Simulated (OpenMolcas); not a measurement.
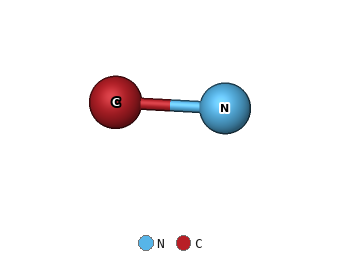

The molecule at the reference distance of 1.166 Å.

# Relativistic diatomic calculation: NC (part 1 of 2)

System: NC.
Method: SA-CASSCF(9,8)/XMS-CASPT2 + RASSI spin-orbit (X2C scalar, AMFI), ANO-RCC-VTZP (OpenMolcas).

### Input file
```
&GATEWAY
Coord
2
angstrom
N 0.0 0.0 0.0
C 0.0 0.0 1.1660
Basis=ANO-RCC-VTZP
Group=XY
RX2C
AMFI
ANGMom
0.0 0.0 0.0
RICD
&SEWARD
&GUESSORB
&RASSCF
FileOrb=$CurrDir/o21.orb
Symmetry=1
Spin=2
nActEl=9 0 0
Inactive=2 0
RAS2=4 4
CIRoot=3 3 1
Linear
Iterations=120 100
OrbListing=Nothing
PRWF=0.15
>>COPY $Project.RasOrb $CurrDir/o21.orb
>>COPY $Project.rasscf.h5 $CurrDir/r21.h5
&CASPT2
XMultistate=all
Imaginary=0.2
IPEA=0.25
MaxIter=40
>>COPY $Project.JobMix JOB001
&RASSCF
FileOrb=$CurrDir/o22.orb
Symmetry=2
Spin=2
nActEl=9 0 0
Inactive=2 0
RAS2=4 4
CIRoot=4 4 1
Linear
Iterations=120 100
OrbListing=Nothing
PRWF=0.15
>>COPY $Project.RasOrb $CurrDir/o22.orb
>>COPY $Project.rasscf.h5 $CurrDir/r22.h5
&CASPT2
XMultistate=all
Imaginary=0.2
IPEA=0.25
MaxIter=40
>>COPY $Project.JobMix JOB002
&RASSCF
FileOrb=$CurrDir/o41.orb
Symmetry=1
Spin=4
nActEl=9 0 0
Inactive=2 0
RAS2=4 4
CIRoot=4 4 1
Linear
Iterations=120 100
OrbListing=Nothing
PRWF=0.15
>>COPY $Project.RasOrb $CurrDir/o41.orb
>>COPY $Project.rasscf.h5 $CurrDir/r41.h5
&CASPT2
XMultistate=all
Imaginary=0.2
IPEA=0.25
MaxIter=40
>>COPY $Project.JobMix JOB003
&RASSCF
FileOrb=$CurrDir/o42.orb
Symmetry=2
Spin=4
nActEl=9 0 0
Inactive=2 0
RAS2=4 4
CIRoot=2 2 1
Linear
Iterations=120 100
OrbListing=Nothing
PRWF=0.15
>>COPY $Project.RasOrb $CurrDir/o42.orb
>>COPY $Project.rasscf.h5 $CurrDir/r42.h5
&CASPT2
XMultistate=all
Imaginary=0.2
IPEA=0.25
MaxIter=40
>>COPY $Project.JobMix JOB004
&RASSI
Nr of JobIphs=4 3 4 4 2
1 2 3
1 2 3 4
1 2 3 4
1 2
SpinOrbit
EJob
Omega
MEES
MESO
Properties=4
'AngMom' 3 'Mltpl  1' 1 'Mltpl  1' 2 'Mltpl  1' 3
Thrs=1.0d-4
>>COPY $Project.rassi.h5 $CurrDir/so.h5
```

The first orbital files come from an earlier step.

Hardware: 1 thread of Arm Neoverse V2, 24 GiB of memory available, shared host.

Launched with:
```bash
pymolcas m.inp (one call a module block, same work directory)
```

### The program's output (extracts)
```
++    Wave function specifications:
      Number of closed shell electrons           4
      Number of electrons in active shells       9
      Number of inactive orbitals                2
      Number of active orbitals                  8
      Number of secondary orbitals              50
      Spin quantum number                      0.5
      State symmetry                             1
++    Orbital specifications:
      Symmetry species                           1   2
                                                 a   b
      Frozen orbitals                            0   0
      Inactive orbitals                          2   0
      Active orbitals                            4   4
      RAS2 orbitals                              4   4
      Secondary orbitals                        26  24
      Number of basis functions                 32  28
      printout of CI-coefficients larger than  0.15 for root  1
      energy=     -92.413005
      conf/sym  1111 2222     Coeff  Weight
           379  022u 0022   0.93609 0.87626
      printout of CI-coefficients larger than  0.15 for root  2
      energy=     -92.289316
      conf/sym  1111 2222     Coeff  Weight
           369  022u u02d   0.19637 0.03856
           378  022u 0ud2   0.19637 0.03856
           764  0u22 0022  -0.90637 0.82150
      printout of CI-coefficients larger than  0.15 for root  3
      energy=     -92.077088
      conf/sym  1111 2222     Coeff  Weight
           360  022u d02u   0.57895 0.33519
           369  022u u02d  -0.30005 0.09003
           376  022u 0du2   0.57901 0.33525
           378  022u 0ud2  -0.30010 0.09006
           764  0u22 0022  -0.22094 0.04882
      Natural orbitals and occupation numbers for root  1
      sym 1:   0.017766   1.951293   1.990576   1.027214
      sym 2:   0.088270   0.088270   1.918306   1.918306
      Natural orbitals and occupation numbers for root  2
      sym 1:   0.019605   1.101904   1.986827   1.878225
      sym 2:   0.110300   0.110301   1.896419   1.896420
      Natural orbitals and occupation numbers for root  3
      sym 1:   0.023610   1.917208   1.981568   1.071312
      sym 2:   0.507926   0.508020   1.495130   1.495225
      RASSCF energy for state  3                    -92.07708815
::    RASSCF root number  1 Total energy:    -92.41300489
::    RASSCF root number  2 Total energy:    -92.28931598
::    RASSCF root number  3 Total energy:    -92.07708815
      Von Neumann Entropy (Root   1) =  1.10854
++    Wave function specifications:
      Number of closed shell electrons           0
      Number of electrons in active shells       9
      Number of inactive orbitals                0
      Number of active orbitals                  8
      Number of secondary orbitals              50
      Spin quantum number                      0.5
      State symmetry                             1
      Number of CSFs                          1176
      Number of CASSCF root(s) available         3
      CASPT2 state passed to geometry opt.       3
      A file JOBMIX will be created
      This is a MULTI-STATE CASSCF reference
      Number of CI roots used                    3
      These are:                                 1   2   3
      Off-diagonal elements of Heff are computed
  FINAL CASPT2 RESULT:
      Reference energy:         -92.4130048925
      E2 (Non-variational):      -0.1923120888
      Shift correction:          -0.0009635960
      E2 (Variational):          -0.1932756849
      Total energy:             -92.6062805774
      Reference weight:           0.94626
  FINAL CASPT2 RESULT:
      Reference energy:         -92.2893159804
      E2 (Non-variational):      -0.1981711733
      Shift correction:          -0.0011688186
      E2 (Variational):          -0.1993399918
      Total energy:             -92.4886559722
      Reference weight:           0.94255
  FINAL CASPT2 RESULT:
      Reference energy:         -92.0770881542
      E2 (Non-variational):      -0.2105435705
      Shift correction:          -0.0027761122
      E2 (Variational):          -0.2133196827
      Total energy:             -92.2904078369
      Reference weight:           0.92681
       Total XMS-CASPT2 energies:
::    XMS-CASPT2 Root  1     Total energy:    -92.60552368
::    XMS-CASPT2 Root  2     Total energy:    -92.48741699
::    XMS-CASPT2 Root  3     Total energy:    -92.29240371
++    Wave function specifications:
      Number of closed shell electrons           4
      Number of electrons in active shells       9
      Number of inactive orbitals                2
      Number of active orbitals                  8
      Number of secondary orbitals              50
      Spin quantum number                      0.5
      State symmetry                             2
      printout of CI-coefficients larger than  0.15 for root  1
      energy=     -92.350971
      conf/sym  1111 2222     Coeff  Weight
           204  0222 00u2  -0.96406 0.92941
      printout of CI-coefficients larger than  0.15 for root  2
      energy=     -92.350971
      conf/sym  1111 2222     Coeff  Weight
           198  0222 002u  -0.96406 0.92941
      printout of CI-coefficients larger than  0.15 for root  3
      energy=     -92.094441
      conf/sym  1111 2222     Coeff  Weight
           688  0202 0u22  -0.33418 0.11168
           748  0022 0u22   0.86344 0.74552
          1108  0uu2 0d22   0.16825 0.02831
      printout of CI-coefficients larger than  0.15 for root  4
      energy=     -92.094441
      conf/sym  1111 2222     Coeff  Weight
           687  0202 u022  -0.33418 0.11168
           747  0022 u022   0.86344 0.74552
          1107  0uu2 d022   0.16825 0.02831
      Natural orbitals and occupation numbers for root  1
      sym 1:   0.016757   1.984317   1.955001   1.989758
      sym 2:   0.047880   0.063635   0.994522   1.948131
      Natural orbitals and occupation numbers for root  2
      sym 1:   0.016757   1.984317   1.955001   1.989758
      sym 2:   0.063635   0.047880   1.948131   0.994522
      Natural orbitals and occupation numbers for root  3
      sym 1:   0.010089   0.348042   1.660292   1.989387
      sym 2:   0.106742   1.027471   1.894895   1.963082
      Natural orbitals and occupation numbers for root  4
      sym 1:   0.010089   0.348042   1.660292   1.989387
      sym 2:   1.027471   0.106742   1.963082   1.894895
      RASSCF energy for state  4                    -92.09444144
::    RASSCF root number  1 Total energy:    -92.35097084
::    RASSCF root number  2 Total energy:    -92.35097084
::    RASSCF root number  3 Total energy:    -92.09444144
::    RASSCF root number  4 Total energy:    -92.09444144
      Von Neumann Entropy (Root   1) =  0.93383
++    Wave function specifications:
      Number of closed shell electrons           0
      Number of electrons in active shells       9
      Number of inactive orbitals                0
      Number of active orbitals                  8
      Number of secondary orbitals              50
      Spin quantum number                      0.5
      State symmetry                             2
      Number of CSFs                          1176
      Number of CASSCF root(s) available         4
      CASPT2 state passed to geometry opt.       4
      A file JOBMIX will be created
      This is a MULTI-STATE CASSCF reference
      Number of CI roots used                    4
      These are:                                 1   2   3   4
      Off-diagonal elements of Heff are computed
  FINAL CASPT2 RESULT:
      Reference energy:         -92.3509708446
      E2 (Non-variational):      -0.2032310818
      Shift correction:          -0.0010181765
      E2 (Variational):          -0.2042492583
      Total energy:             -92.5552201029
      Reference weight:           0.94258
  FINAL CASPT2 RESULT:
      Reference energy:         -92.3509708442
      E2 (Non-variational):      -0.2032310803
      Shift correction:          -0.0010181765
      E2 (Variational):          -0.2042492567
      Total energy:             -92.5552201010
      Reference weight:           0.94258
  FINAL CASPT2 RESULT:
      Reference energy:         -92.0944414372
      E2 (Non-variational):      -0.2193981711
      Shift correction:          -0.0022558284
      E2 (Variational):          -0.2216539995
      Total energy:             -92.3160954366
      Reference weight:           0.92572
  FINAL CASPT2 RESULT:
      Reference energy:         -92.0944414365
      E2 (Non-variational):      -0.2193981655
      Shift correction:          -0.0022558283
      E2 (Variational):          -0.2216539938
      Total energy:             -92.3160954303
      Reference weight:           0.92572
       Total XMS-CASPT2 energies:
::    XMS-CASPT2 Root  1     Total energy:    -92.55517169
::    XMS-CASPT2 Root  2     Total energy:    -92.55517169
::    XMS-CASPT2 Root  3     Total energy:    -92.31614385
::    XMS-CASPT2 Root  4     Total energy:    -92.31614384
++    Wave function specifications:
      Number of closed shell electrons           4
      Number of electrons in active shells       9
      Number of inactive orbitals                2
      Number of active orbitals                  8
      Number of secondary orbitals              50
      Spin quantum number                      1.5
      State symmetry                             1
      printout of CI-coefficients larger than  0.15 for root  1
      energy=     -92.188184
      conf/sym  1111 2222     Coeff  Weight
           339  0u22 u02u   0.52589 0.27656
           340  0u22 0u2u  -0.43119 0.18592
           343  0u22 u0u2   0.43119 0.18592
           344  0u22 0uu2   0.52589 0.27656
      printout of CI-coefficients larger than  0.15 for root  2
      energy=     -92.132847
      conf/sym  1111 2222     Coeff  Weight
           339  0u22 u02u  -0.56772 0.32230
           340  0u22 0u2u   0.39195 0.15363
           343  0u22 u0u2   0.39195 0.15363
           344  0u22 0uu2   0.56772 0.32230
      printout of CI-coefficients larger than  0.15 for root  3
      energy=     -92.132847
      conf/sym  1111 2222     Coeff  Weight
           339  0u22 u02u   0.39195 0.15363
           340  0u22 0u2u   0.56772 0.32230
           343  0u22 u0u2   0.56772 0.32230
           344  0u22 0uu2  -0.39195 0.15363
      printout of CI-coefficients larger than  0.15 for root  4
      energy=     -92.106299
      conf/sym  1111 2222     Coeff  Weight
           339  0u22 u02u   0.43359 0.18800
           340  0u22 0u2u   0.52882 0.27965
           343  0u22 u0u2  -0.52882 0.27965
           344  0u22 0uu2   0.43359 0.18800
      Natural orbitals and occupation numbers for root  1
      sym 1:   0.016445   1.008473   1.993228   1.976118
      sym 2:   0.548713   0.548713   1.454156   1.454156
      Natural orbitals and occupation numbers for root  2
      sym 1:   0.013972   1.009941   1.994905   1.974372
      sym 2:   0.531887   0.531887   1.471519   1.471518
      Natural orbitals and occupation numbers for root  3
      sym 1:   0.013972   1.009941   1.994905   1.974372
      sym 2:   0.531887   0.531887   1.471519   1.471518
      Natural orbitals and occupation numbers for root  4
      sym 1:   0.014344   1.005390   1.983572   1.953180
      sym 2:   0.538131   0.538131   1.483626   1.483627
      RASSCF energy for state  4                    -92.10629903
::    RASSCF root number  1 Total energy:    -92.18818403
::    RASSCF root number  2 Total energy:    -92.13284666
::    RASSCF root number  3 Total energy:    -92.13284666
::    RASSCF root number  4 Total energy:    -92.10629903
      Von Neumann Entropy (Root   1) =  2.26953
++    Wave function specifications:
      Number of closed shell electrons           0
      Number of electrons in active shells       9
      Number of inactive orbitals                0
      Number of active orbitals                  8
      Number of secondary orbitals              50
      Spin quantum number                      1.5
      State symmetry                             1
      Number of CSFs                           672
      Number of CASSCF root(s) available         4
      CASPT2 state passed to geometry opt.       4
      A file JOBMIX will be created
      This is a MULTI-STATE CASSCF reference
      Number of CI roots used                    4
      These are:                                 1   2   3   4
      Off-diagonal elements of Heff are computed
  FINAL CASPT2 RESULT:
      Reference energy:         -92.1881840303
      E2 (Non-variational):      -0.1905625981
      Shift correction:          -0.0009821222
      E2 (Variational):          -0.1915447203
      Total energy:             -92.3797287505
      Reference weight:           0.94597
  FINAL CASPT2 RESULT:
      Reference energy:         -92.1328466599
      E2 (Non-variational):      -0.2043966552
      Shift correction:          -0.0011270746
      E2 (Variational):          -0.2055237299
      Total energy:             -92.3383703898
      Reference weight:           0.94078
  FINAL CASPT2 RESULT:
      Reference energy:         -92.1328466599
      E2 (Non-variational):      -0.2043148689
      Shift correction:          -0.0011271060
      E2 (Variational):          -0.2054419749
      Total energy:             -92.3382886348
      Reference weight:           0.94081
  FINAL CASPT2 RESULT:
      Reference energy:         -92.1062990322
      E2 (Non-variational):      -0.2017329254
      Shift correction:          -0.0011808864
      E2 (Variational):          -0.2029138118
      Total energy:             -92.3092128439
      Reference weight:           0.94138
       Total XMS-CASPT2 energies:
::    XMS-CASPT2 Root  1     Total energy:    -92.37972876
::    XMS-CASPT2 Root  2     Total energy:    -92.33837545
::    XMS-CASPT2 Root  3     Total energy:    -92.33828357
::    XMS-CASPT2 Root  4     Total energy:    -92.30921284
++    Wave function specifications:
      Number of closed shell electrons           4
      Number of electrons in active shells       9
      Number of inactive orbitals                2
      Number of active orbitals                  8
      Number of secondary orbitals              50
      Spin quantum number                      1.5
      State symmetry                             2
      printout of CI-coefficients larger than  0.15 for root  1
      energy=     -92.088653
      conf/sym  1111 2222     Coeff  Weight
           527  0u2u u022  -0.92905 0.86313
           528  0u2u 0u22   0.23232 0.05397
      printout of CI-coefficients larger than  0.15 for root  2
      energy=     -92.088653
      conf/sym  1111 2222     Coeff  Weight
           527  0u2u u022  -0.23232 0.05397
           528  0u2u 0u22  -0.92905 0.86313
      Natural orbitals and occupation numbers for root  1
      sym 1:   0.013138   0.986170   1.985491   1.016715
      sym 2:   1.017373   0.096328   1.980812   1.903972
      Natural orbitals and occupation numbers for root  2
      sym 1:   0.013138   0.986170   1.985491   1.016715
      sym 2:   0.096328   1.017373   1.903972   1.980812
      RASSCF energy for state  2                    -92.08865275
::    RASSCF root number  1 Total energy:    -92.08865275
::    RASSCF root number  2 Total energy:    -92.08865275
      Von Neumann Entropy (Root   1) =  1.84541
++    Wave function specifications:
      Number of closed shell electrons           0
      Number of electrons in active shells       9
      Number of inactive orbitals                0
      Number of active orbitals                  8
      Number of secondary orbitals              50
      Spin quantum number                      1.5
      State symmetry                             2
      Number of CSFs                           672
      Number of CASSCF root(s) available         2
      CASPT2 state passed to geometry opt.       2
      A file JOBMIX will be created
      This is a MULTI-STATE CASSCF reference
      Number of CI roots used                    2
      These SPIN-FREE ENERGIES:
  (Shifted by EMIN (a.u.) =        -92.6055236812)
 SF State       Relative EMIN(au)   Rel lowest level(eV)    D:o, cm**(-1)      Abs_M
     1             0.0000000000        0.0000000000              0.0000         0.0
     4             0.0503519899        1.3701474467          11050.9844         1.0
     5             0.0503519918        1.3701474983          11050.9848         1.0
     2             0.1181066870        3.2138466769          25921.4216         0.0
     8             0.2257949249        6.1441929128          49556.2579         0.0
     9             0.2671482269        7.2694735877          58632.2586         2.0
    10             0.2672401108        7.2719738751          58652.4248         2.0
     6             0.2893798328        7.8744264035          63511.5321         1.0
     7             0.2893798393        7.8744265782          63511.5335         1.0
    11             0.2963108431        8.0630288001          65032.7131         0.0
     3             0.3131199702        8.5204284500          68721.8900         0.0
    12             0.3147592112        8.5650344695          69081.6618         1.0
    13             0.3147592112        8.5650344695          69081.6618         1.0
```

(Continued in part 2.) Outcome of the run: converged; components of a degenerate state are split by 20 cm⁻¹.
